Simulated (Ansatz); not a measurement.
## Mg15Pt (Pt on 6 % of the Mg sites, one arrangement): core-level shifts

Wanted: how composition and neighbours shift and broaden the core lines of Mg15Pt (Pt on 6 % of the Mg sites, one arrangement). Spin–orbit coupling is left out of the bands throughout.

Main program and level: Ansatz 0.2.0; DFT, r2SCAN, plane-wave PAW, default files, scalar-relativistic.

## Step 1: Starting point

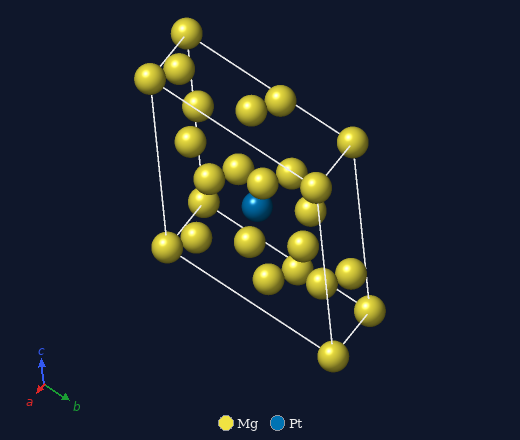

The cell as given, slightly off an axis (magnesium yellow, platinum blue). Some periodic images of atoms are drawn too.

Coordinates:

```cif
data_structure
_symmetry_space_group_name_H-M 'Fmm2'
_symmetry_Int_Tables_number 42
_cell_length_a 10.3140
_cell_length_b 12.6788
_cell_length_c 10.9802
_cell_angle_alpha 90.000
_cell_angle_beta 90.000
_cell_angle_gamma 90.000
_cell_volume 1435.87
loop_
_atom_site_label
_atom_site_type_symbol
_atom_site_symmetry_multiplicity
_atom_site_Wyckoff_symbol
_atom_site_fract_x
_atom_site_fract_y
_atom_site_fract_z
_atom_site_occupancy
Mg1 Mg 8 c 0.50000 0.25000 0.37500 1
Mg2 Mg 8 c 0.00000 0.37500 0.12500 1
Mg3 Mg 8 c 0.50000 0.37500 0.12500 1
Mg4 Mg 4 a 0.00000 0.50000 0.37500 1
Pt1 Pt 4 a 0.00000 0.50000 0.87500 1
Mg5 Mg 16 e 0.25000 0.37500 0.95833 1
Mg6 Mg 8 d 0.25000 0.50000 0.20833 1
Mg7 Mg 8 b 0.75000 0.25000 0.20833 1
```

## Step 2: Relaxing the atoms

Atoms near a foreign or missing neighbour move off the ideal sites, so they are relaxed first.

Contents of input.yaml:

```yaml
crystal:
  lattice:
    - [-4.7545665629, 2.745050285, 5.156990692]
    - [-4.7545665629, 2.745050285, -5.156990692]
    - [-3.1697110419, -5.4901005699, 5.156990692]
  atoms:
    - { symbol: Mg, position: [0.875, 0.625, 0.75] }
    - { symbol: Mg, position: [0.375, 0.125, 0.75] }
    - { symbol: Mg, position: [0.25, 0.75, 0.5] }
    - { symbol: Mg, position: [0.75, 0.25, 0.5] }
    - { symbol: Mg, position: [0.625, 0.875, 0.25] }
    - { symbol: Pt, position: [0.125, 0.375, 0.25] }
    - { symbol: Mg, position: [0.5, 0.5, 0.0] }
    - { symbol: Mg, position: [0.0, 0.0, 0.0] }
    - { symbol: Mg, position: [0.3333333333, 0.3333333333, 0.5] }
    - { symbol: Mg, position: [0.8333333333, 0.8333333333, 0.5] }
    - { symbol: Mg, position: [0.7083333333, 0.4583333333, 0.25] }
    - { symbol: Mg, position: [0.2083333333, 0.9583333333, 0.25] }
    - { symbol: Mg, position: [0.0833333333, 0.5833333333, 0.0] }
    - { symbol: Mg, position: [0.5833333333, 0.0833333333, 0.0] }
    - { symbol: Mg, position: [0.9583333333, 0.2083333333, 0.75] }
    - { symbol: Mg, position: [0.4583333333, 0.7083333333, 0.75] }
kpoints:
  mp_grid: { grid: [4, 4, 4] }
scf:
  occupations: { method: fermi_dirac, width: 0.08 }
  n_extra_bands: 16
hamiltonian:
  xc: r2scan
  pseudopotentials: { kind: paw }
output:
  forces: true
relax:
  f_tol: 0.04
  max_steps: 35
```

Started as:

```sh
ansatz run input.yaml --threads 4 --pin off --max-ram 14336MiB --backend cpu --events-out ev --progress --plain --runs-dir out
```

Numbers of over 12 decimals in the logs are rounded to 6 here.

The log of the run:

```text
scf.n_extra_bands = 16 over 84 filled bands (N_el = 168.0): the run solves 100 bands
Engine: ansatz 0.2.0, aarch64-unknown-linux-gnu
Pseudopotentials: kind: paw
Pseudopotential: Mg, paw, valence charge 10, recommended cutoff 500 eV (meta_gga), Mg.paw.azcp
Pseudopotential: Pt, paw, valence charge 18, recommended cutoff 500 eV (meta_gga), Pt.paw.azcp
Functional definition: r2SCAN
  parameter k0 = 0.174
  parameter k1 = 0.065
  parameter a1 = 4.9479
  exchange = r2scan_x(k0 = k0, k1 = k1, a1 = a1)
  correlation = r2scan_c
Crystal: 16 atoms, lattice volume = 358.968 Å³
Basis set: ecut = 500 eV, 9085 PW (Γ), exchange–correlation on 240×240×240 points (64 copies of the dense FFT grid, shifted against one another)
Bands: 100, of which v1, the nominal top of the filled ones, is band 84 counted from 1 (83 counted from 0)
Symmetry: 4 space group operations
Space group: Fmm2 (ITA 42), of the structure as read, at distance tolerance 7.1e-5 Å
k-points: 18 of 64 (time reversal used)
Non-local potential: Mg, projectors of the file, l = 0: 3, l = 1: 2, l = 2: 1
Non-local potential: Pt, projectors of the file, l = 0: 3, l = 1: 2, l = 2: 2, l = 3: 1
PAW form: soft (Blöchl's): semilocal exchange-correlation on the pseudo side does not see the compensation charge
PAW frozen core: Mg, regenerated for the run's functional (the file was generated under x = pbe(κ = 0.804, μ = 0.219515), c = pbe(β = 0.066725))
PAW frozen core: Pt, regenerated for the run's functional (the file was generated under x = pbe(κ = 0.804, μ = 0.219515), c = pbe(β = 0.066725))
PAW one-centre angular grid: Mg, 302 points (default); XC on 224 Gauss nodes
PAW one-centre angular grid: Pt, 590 points (default); XC on 160 Gauss nodes
Initial density: superposition of atomic densities (neutral atoms: chi_scale 0, normalization atom), corrected by the library's trained network
Initial wavefunctions: pseudopotential atomic-orbital guess
Functional: x = r2scan, c = r2scan; τ floored in thin density (d = 2e-4 eV/Å³)
SCF iter   1: F=—  HF=-41434.070745 eV  |F-HF|=—  |Δ(HF+E_count)|=         —  Δρ=7.87e-3  dr2=1.49e-1  dr2_τ=9.26e-3  ethr=1.77e-3  ⟨swp⟩=8.1  Hψ=7046  notcnv=0  defer=31
preconditioner: auto → Kerker (q_TF=auto, 2.404 Å⁻¹)  [metal: Δε(μ)=0.022 eV  Ē_g=5.298 eV  σ=0.080 eV  W_gap=0.07  n_scr=78 (ndim 8)  ℏωp=12.4 eV  f_vac=0.000  D(μ)=5.15/eV (n_scr^D=22)]
SCF iter   2: F=—  HF=-41434.127505 eV  |F-HF|=—  |Δ(HF+E_count)|=   5.68e-2  Δρ=3.27e-3  dr2=2.19e-2  dr2_τ=3.88e-3  ethr=8.89e-5  ⟨swp⟩=2.0  Hψ=3474  notcnv=0  defer=54
SCF iter   3: F=—  HF=-41434.131739 eV  |F-HF|=—  |Δ(HF+E_count)|=   4.23e-3  Δρ=1.19e-3  dr2=7.92e-3  dr2_τ=7.20e-4  ethr=1.30e-5  ⟨swp⟩=2.0  Hψ=2960  notcnv=0  defer=54
SCF iter   4: F=—  HF=-41434.132590 eV  |F-HF|=—  |Δ(HF+E_count)|=   8.50e-4  Δρ=5.81e-4  dr2=1.68e-3  dr2_τ=7.48e-5  ethr=4.72e-6  ⟨swp⟩=2.0  Hψ=1937  notcnv=0  defer=54
SCF iter   5: F=—  HF=-41434.132617 eV  |F-HF|=—  |Δ(HF+E_count)|=   2.72e-5  Δρ=1.06e-4  dr2=6.24e-5  dr2_τ=3.17e-6  ethr=9.99e-7  ⟨swp⟩=2.0  Hψ=2966  notcnv=0  defer=54
SCF iter   6: F=-41434.132607 eV  HF=-41434.132606 eV  |F-HF|=8.65e-7  |Δ(HF+E_count)|=   1.06e-5  Δρ=1.77e-5  dr2=1.08e-6  dr2_τ=4.88e-8  ethr=2.38e-8  ⟨swp⟩=4.0  Hψ=5283  notcnv=0
SCF 1 converged in 6 iterations: F = -41434.132607 eV  dr2 = 1.08e-6
  greatest PAW one-centre occupation: 1.000 electrons in one spin orbital (limit 2), on the Pt atom at site 5 (counted from 0), in its partial waves of l = 0
relax step   1: F+E_penalty+E_count = -41434.13260733 eV  Δ(F+E_penalty+E_count) = +0.000e0 eV  max|allowed force component| = 5.260e-1 eV/Å  Δτ_max = 0.0000 Å  (6 SCF iters, dr2 threshold 4.00e-5 eV, accepted)
Initial density: handed on by an earlier stage of this run
Initial wavefunctions: those handed on with the density
iter 1 solved again at ethr=1.11e-4 eV; its pass at ethr=3.10e-3 eV (dr2=1.86e-1 eV) is discarded
SCF iter   1: F=—  HF=-41432.659349 eV  |F-HF|=—  |Δ(HF+E_count)|=         —  Δρ=5.60e-3  dr2=1.88e-1  dr2_τ=1.07e0  ethr=1.11e-4  ⟨swp⟩=1.1  Hψ=6934  notcnv=0  defer=33
preconditioner: auto → Kerker (q_TF=auto, 2.404 Å⁻¹)  [metal: Δε(μ)=0.021 eV  Ē_g=5.417 eV  σ=0.080 eV  W_gap=0.06  n_scr=78 (ndim 8)  ℏωp=12.4 eV  f_vac=0.000  D(μ)=5.23/eV (n_scr^D=22)]
SCF iter   2: F=—  HF=-41434.570473 eV  |F-HF|=—  |Δ(HF+E_count)|=    1.91e0  Δρ=3.75e-3  dr2=1.05e-1  dr2_τ=1.37e-3  ethr=1.11e-4  ⟨swp⟩=2.5  Hψ=3517  notcnv=0  defer=33
SCF iter   3: F=—  HF=-41434.557618 eV  |F-HF|=—  |Δ(HF+E_count)|=   1.29e-2  Δρ=1.22e-3  dr2=7.92e-3  dr2_τ=1.40e-3  ethr=6.28e-5  ⟨swp⟩=2.0  Hψ=2207  notcnv=0  defer=33
SCF iter   4: F=—  HF=-41434.557485 eV  |F-HF|=—  |Δ(HF+E_count)|=   1.32e-4  Δρ=7.71e-4  dr2=1.54e-3  dr2_τ=8.76e-5  ethr=4.72e-6  ⟨swp⟩=2.0  Hψ=3030  notcnv=0  defer=46
SCF iter   5: F=—  HF=-41434.557500 eV  |F-HF|=—  |Δ(HF+E_count)|=   1.44e-5  Δρ=3.13e-4  dr2=5.65e-4  dr2_τ=1.08e-4  ethr=9.17e-7  ⟨swp⟩=2.1  Hψ=2204  notcnv=0  defer=46
SCF iter   6: F=—  HF=-41434.557408 eV  |F-HF|=—  |Δ(HF+E_count)|=   9.18e-5  Δρ=7.06e-5  dr2=3.61e-5  dr2_τ=2.46e-6  ethr=3.36e-7  ⟨swp⟩=2.0  Hψ=2972  notcnv=0  defer=46
SCF iter   7: F=-41434.557412 eV  HF=-41434.557413 eV  |F-HF|=2.91e-7  |Δ(HF+E_count)|=   4.61e-6  Δρ=2.75e-5  dr2=4.26e-6  dr2_τ=1.06e-7  ethr=1.03e-8  ⟨swp⟩=4.0  Hψ=5211  notcnv=0
SCF 2 converged in 7 iterations: F = -41434.557412 eV  dr2 = 4.26e-6
relax step   2: F+E_penalty+E_count = -41434.55741227 eV  Δ(F+E_penalty+E_count) = -4.248e-1 eV  max|allowed force component| = 9.040e-2 eV/Å  Δτ_max = 0.1852 Å  (7 SCF iters, dr2 threshold 1.73e-5 eV, accepted)
SCF iter   1: F=—  HF=-41434.529388 eV  |F-HF|=—  |Δ(HF+E_count)|=         —  Δρ=8.47e-4  dr2=3.91e-3  dr2_τ=3.69e-2  ethr=1.63e-5  ⟨swp⟩=4.7  Hψ=4529  notcnv=0  defer=44
preconditioner: auto → Kerker (q_TF=auto, 2.404 Å⁻¹)  [metal: Δε(μ)=0.044 eV  Ē_g=5.372 eV  σ=0.080 eV  W_gap=0.14  n_scr=78 (ndim 8)  ℏωp=12.4 eV  f_vac=0.000  D(μ)=5.25/eV (n_scr^D=22)]
SCF iter   2: F=—  HF=-41434.565684 eV  |F-HF|=—  |Δ(HF+E_count)|=   3.63e-2  Δρ=5.69e-4  dr2=1.84e-3  dr2_τ=4.33e-5  ethr=2.33e-6  ⟨swp⟩=2.0  Hψ=3664  notcnv=0  defer=44
SCF iter   3: F=—  HF=-41434.565480 eV  |F-HF|=—  |Δ(HF+E_count)|=   2.04e-4  Δρ=2.17e-4  dr2=2.53e-4  dr2_τ=6.12e-5  ethr=1.09e-6  ⟨swp⟩=2.0  Hψ=2988  notcnv=0  defer=44
SCF iter   4: F=—  HF=-41434.565454 eV  |F-HF|=—  |Δ(HF+E_count)|=   2.66e-5  Δρ=9.11e-5  dr2=6.17e-5  dr2_τ=4.14e-6  ethr=1.51e-7  ⟨swp⟩=2.0  Hψ=2979  notcnv=0  defer=44
SCF iter   5: F=—  HF=-41434.565650 eV  |F-HF|=—  |Δ(HF+E_count)|=   1.96e-4  Δρ=4.60e-5  dr2=1.90e-5  dr2_τ=5.11e-7  ethr=3.67e-8  ⟨swp⟩=2.0  Hψ=1922  notcnv=0  defer=44
SCF iter   6: F=—  HF=-41434.565645 eV  |F-HF|=—  |Δ(HF+E_count)|=   4.32e-6  Δρ=7.96e-6  dr2=2.79e-7  dr2_τ=2.15e-8  ethr=1.13e-8  ⟨swp⟩=2.0  Hψ=2123  notcnv=0  defer=44
SCF iter   7: F=-41434.565646 eV  HF=-41434.565646 eV  |F-HF|=1.90e-8  |Δ(HF+E_count)|=   7.57e-8  Δρ=3.29e-6  dr2=5.76e-8  dr2_τ=1.25e-9  ethr=5.95e-11  ⟨swp⟩=4.0  Hψ=5294  notcnv=0
SCF 3 converged in 7 iterations: F = -41434.565646 eV  dr2 = 5.76e-8
relax step   3: F+E_penalty+E_count = -41434.56564550 eV  Δ(F+E_penalty+E_count) = -8.233e-3 eV  max|allowed force component| = 3.257e-2 eV/Å  Δτ_max = 0.0214 Å  (7 SCF iters, accepted)
[...]
relax step   4: F+E_penalty+E_count = -41434.56781835 eV  Δ(F+E_penalty+E_count) = -2.173e-3 eV  max|allowed force component| = 1.964e-2 eV/Å  Δτ_max = 0.0194 Å  (7 SCF iters, accepted)
SCF iter   1: F=—  HF=-41434.382864 eV  |F-HF|=—  |Δ(HF+E_count)|=         —  Δρ=2.07e-3  dr2=1.78e-2  dr2_τ=3.53e-1  ethr=3.00e-5  ⟨swp⟩=5.7  Hψ=4992  notcnv=0  defer=35
preconditioner: auto → Kerker (q_TF=auto, 2.404 Å⁻¹)  [metal: Δε(μ)=0.036 eV  Ē_g=5.371 eV  σ=0.080 eV  W_gap=0.11  n_scr=78 (ndim 8)  ℏωp=12.4 eV  f_vac=0.000  D(μ)=5.31/eV (n_scr^D=22)]
SCF iter   2: F=—  HF=-41434.571615 eV  |F-HF|=—  |Δ(HF+E_count)|=   1.89e-1  Δρ=1.42e-3  dr2=9.86e-3  dr2_τ=3.75e-4  ethr=1.06e-5  ⟨swp⟩=2.0  Hψ=3821  notcnv=0  defer=45
SCF iter   3: F=—  HF=-41434.570104 eV  |F-HF|=—  |Δ(HF+E_count)|=   1.51e-3  Δρ=3.36e-4  dr2=6.89e-4  dr2_τ=2.36e-4  ethr=5.87e-6  ⟨swp⟩=2.0  Hψ=2979  notcnv=0  defer=45
SCF iter   4: F=—  HF=-41434.570204 eV  |F-HF|=—  |Δ(HF+E_count)|=   1.00e-4  Δρ=1.64e-4  dr2=1.76e-4  dr2_τ=3.07e-5  ethr=4.10e-7  ⟨swp⟩=2.0  Hψ=2985  notcnv=0  defer=45
SCF iter   5: F=—  HF=-41434.570185 eV  |F-HF|=—  |Δ(HF+E_count)|=   1.94e-5  Δρ=6.09e-5  dr2=3.36e-5  dr2_τ=1.71e-6  ethr=1.05e-7  ⟨swp⟩=2.2  Hψ=2970  notcnv=0  defer=45
SCF iter   6: F=—  HF=-41434.570383 eV  |F-HF|=—  |Δ(HF+E_count)|=   1.99e-4  Δρ=1.97e-5  dr2=3.80e-6  dr2_τ=9.28e-8  ethr=2.00e-8  ⟨swp⟩=2.0  Hψ=2083  notcnv=0  defer=45
SCF iter   7: F=—  HF=-41434.570383 eV  |F-HF|=—  |Δ(HF+E_count)|=   3.62e-7  Δρ=3.86e-6  dr2=1.07e-7  dr2_τ=4.03e-9  ethr=2.26e-9  ⟨swp⟩=2.0  Hψ=2075  notcnv=0  defer=45
SCF iter   8: F=-41434.570383 eV  HF=-41434.570383 eV  |F-HF|=1.64e-9  |Δ(HF+E_count)|=   1.80e-8  Δρ=1.02e-6  dr2=5.03e-9  dr2_τ=8.07e-11  ethr=5.95e-11  ⟨swp⟩=4.0  Hψ=5284  notcnv=0
SCF 5 converged in 8 iterations: F = -41434.570383 eV  dr2 = 5.03e-9
relax step   5: F+E_penalty+E_count = -41434.57038305 eV  Δ(F+E_penalty+E_count) = -2.565e-3 eV  max|allowed force component| = 1.391e-2 eV/Å  Δτ_max = 0.0423 Å  (8 SCF iters, accepted)
iter 1 solved again at ethr=3.08e-12 eV; its pass at ethr=3.10e-3 eV (dr2=5.17e-9 eV) is discarded
SCF iter   1: F=—  HF=-41434.570383 eV  |F-HF|=—  |Δ(HF+E_count)|=         —  Δρ=1.02e-6  dr2=5.03e-9  dr2_τ=8.07e-11  ethr=3.08e-12  ⟨swp⟩=1.7  Hψ=5568  notcnv=0  defer=35
preconditioner: auto → Kerker (q_TF=auto, 2.404 Å⁻¹)  [metal: Δε(μ)=0.036 eV  Ē_g=5.376 eV  σ=0.080 eV  W_gap=0.11  n_scr=78 (ndim 8)  ℏωp=12.4 eV  f_vac=0.000  D(μ)=5.30/eV (n_scr^D=22)]
SCF iter   2: F=-41434.570383 eV  HF=-41434.570383 eV  |F-HF|=5.46e-10  |Δ(HF+E_count)|=  4.07e-10  Δρ=6.67e-7  dr2=2.31e-9  dr2_τ=5.80e-11  ethr=3.00e-12  ⟨swp⟩=2.6  Hψ=3418  notcnv=0
SCF 6 converged in 2 iterations: F = -41434.570383 eV  dr2 = 2.31e-9
SCF converged after 2 iterations
Free energy (F): -41434.570383 eV
Harris-Foulkes:  -41434.570383 eV  (|F-HF|=5.46e-10)
Internal energy: -41434.455398 eV  (E = F + TS)
E sigma→0 (E₀):  -41434.512891 eV
Entropy (-TS):   -0.114985 eV (-7.187 meV/atom)
Fermi energy:    6.286609 eV
--- Per-component energies (eV) ---
  E_band       = -5915.521874
  E_kinetic    = 1749.388173
  E_local      = -27013.319077  (includes V_loc(G=0)·N_el)
  E_nonlocal   = 1638.584821
  E_hartree    = 9755.686474
  E_xc         = -645.087250
  E_vxc        = -912.727679  (∫ρ·V_xc dr)
  E_paw        = -13924.064455  (= ΣΔE_a)
  E_vpaw       = -949.122768  (= ΣTr[D̂ρ^β])
  E_aug_tail   = 0.000128  (compensation charges beyond the density's cutoff)
  E_vtau       = 60.302002  (kinetic-family band-sum trace: ∫τ·v_τ [+ j·A + Jᵃ·Aᵃ] dr)
  E_ewald      = -12995.019595
  E_core_change = -0.624617  (= ΣΔE_core)
  E_smearing   = -0.114985  (= −TS)
  E_closure    = 0.000000  (closes the sum)
  Σ components = -41434.570383   (vs F -41434.570383, Δ=0.00e0)
--- Forces (eV/Å), atoms counted from 1 ---
  atom   1  Mg     0.00551879     0.00331352     0.00000000
  atom   2  Mg    -0.00011020    -0.00643617    -0.00000000
  atom   3  Mg     0.01210593    -0.00232918    -0.00000000
  atom   4  Mg     0.00014289    -0.00757017    -0.00000000
  atom   5  Mg    -0.00781444     0.00451167    -0.00000000
  atom   6  Pt    -0.00682848     0.00394242    -0.00000000
  atom   7  Mg     0.00807009    -0.00931946     0.00000000
  atom   8  Mg     0.00662740     0.00366133    -0.00000000
  atom   9  Mg     0.00217041    -0.00379620    -0.00610073
  atom  10  Mg     0.00217041    -0.00379620     0.00610073
  atom  11  Mg    -0.00147109     0.00084933     0.00569626
  atom  12  Mg    -0.00147109     0.00084933    -0.00569626
  atom  13  Mg     0.00437280     0.00001847     0.00610073
  atom  14  Mg     0.00437280     0.00001847    -0.00610073
  atom  15  Mg    -0.01390281     0.00802679    -0.00000000
  atom  16  Mg    -0.01390281     0.00802679     0.00000000
  max |Σ_I F_I| component: 5.06e-5 eV/Å
--- Relaxed structure (5 steps of the walk, 5 accepted, 0 SCFs on fresh bases) ---
  F+E_penalty+E_count = -41434.57038305 eV   max|allowed force component| = 1.391e-2 eV/Å
  atoms:
    - { symbol: Mg, position: [0.884195, 0.609843, 0.725647] }
    - { symbol: Mg, position: [0.359843, 0.134195, 0.774353] }
    - { symbol: Mg, position: [0.251071, 0.735118, 0.484047] }
    - { symbol: Mg, position: [0.753430, 0.251890, 0.498460] }
    - { symbol: Mg, position: [0.623236, 0.873236, 0.25] }
    - { symbol: Pt, position: [0.130648, 0.380648, 0.25] }
    - { symbol: Mg, position: [0.485118, 0.501071, 0.015953] }
    - { symbol: Mg, position: [0.00189032, 0.00343037, 0.00154005] }
    - { symbol: Mg, position: [0.329169, 0.336102, 0.490137] }
    - { symbol: Mg, position: [0.845965, 0.819306, 0.490137] }
    - { symbol: Mg, position: [0.738722, 0.452042, 0.250000] }
    - { symbol: Mg, position: [0.202042, 0.988722, 0.250000] }
    - { symbol: Mg, position: [0.086102, 0.579169, 0.00986298] }
    - { symbol: Mg, position: [0.569306, 0.095965, 0.00986298] }
    - { symbol: Mg, position: [0.952965, 0.202965, 0.750000] }
    - { symbol: Mg, position: [0.452965, 0.702965, 0.750000] }
```

The job ended after 1.9 min (4 threads of Arm Neoverse V1, shared host; peak memory 2 GiB).

Step by step:

| step | energy less that of the first step (eV) | largest force component (eV/Å) |
| --- | --- | --- |
| 1 | 0.0000 | 0.5260 |
| 2 | -0.4248 | 0.0904 |
| 3 | -0.4330 | 0.0326 |
| 4 | -0.4352 | 0.0196 |
| 5 | -0.4378 | 0.0139 |

The run keeps the 4 symmetry operations that it works with, so distortions that break them were not tested.

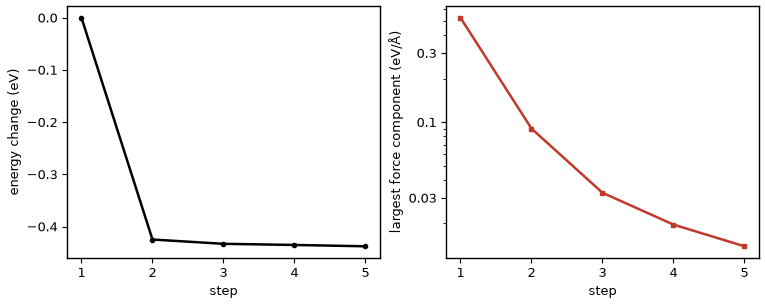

Energy and largest force along the relaxation.

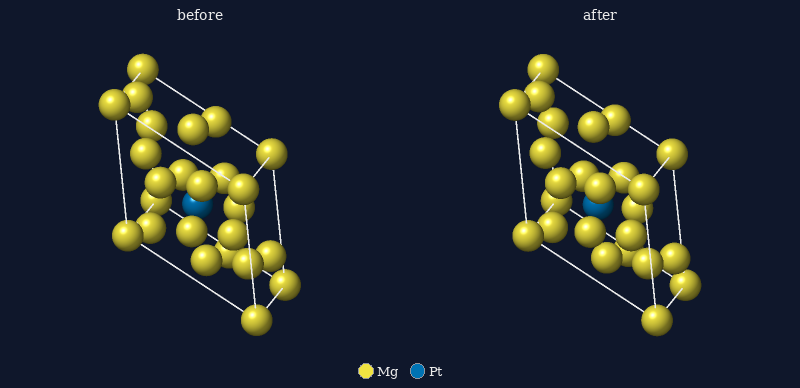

Before and after, at one scale.

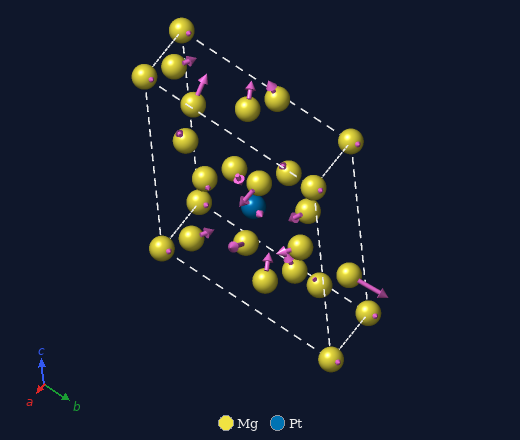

Displacements in the relaxation, exaggerated; the longest in the cell stands for 0.23 Å. Some periodic images of atoms are drawn too.

The atoms that moved most (Å):

| atom | dx | dy | dz | length |
| --- | --- | --- | --- | --- |
| Mg11 | -0.115 | 0.066 | 0.189 | 0.231 |
| Mg12 | -0.115 | 0.066 | -0.189 | 0.231 |
| Mg2 | -0.049 | -0.150 | 0.000 | 0.158 |
| Mg1 | 0.106 | 0.117 | 0.000 | 0.158 |
| Mg3 | 0.116 | 0.050 | 0.000 | 0.126 |
| Mg7 | 0.015 | -0.125 | 0.000 | 0.126 |
| Mg9 | 0.038 | 0.050 | -0.087 | 0.107 |
| Mg10 | 0.038 | 0.050 | 0.087 | 0.107 |

Numbers from this step:

```
free energy             : -41434.5704 eV
energy at zero smearing : -41434.5129 eV
smearing term TS        : 0.1150 eV
Fermi energy            : 6.287 eV
symmetry operations     : 4
```

The relaxation ends 27 meV an atom lower, with a largest force component of 0.014 eV/Å.

(Part 1 of 3 ends here.)

[Logs are printed without paths, hosts, clocks, repeated set-up lines and the standing remarks that a program may print on its own settings, such as how far it seeks lower states.]

[Hosts, paths, dates, database ids (printed as entryN), source tags and the programs' standing remarks are cut or masked in the printed files.]

[Maps of the electrostatic potential energy from Ansatz leave out the sawtooth potential of an applied field or a dipole correction, so their vacuum need not be flat; work functions include it.]
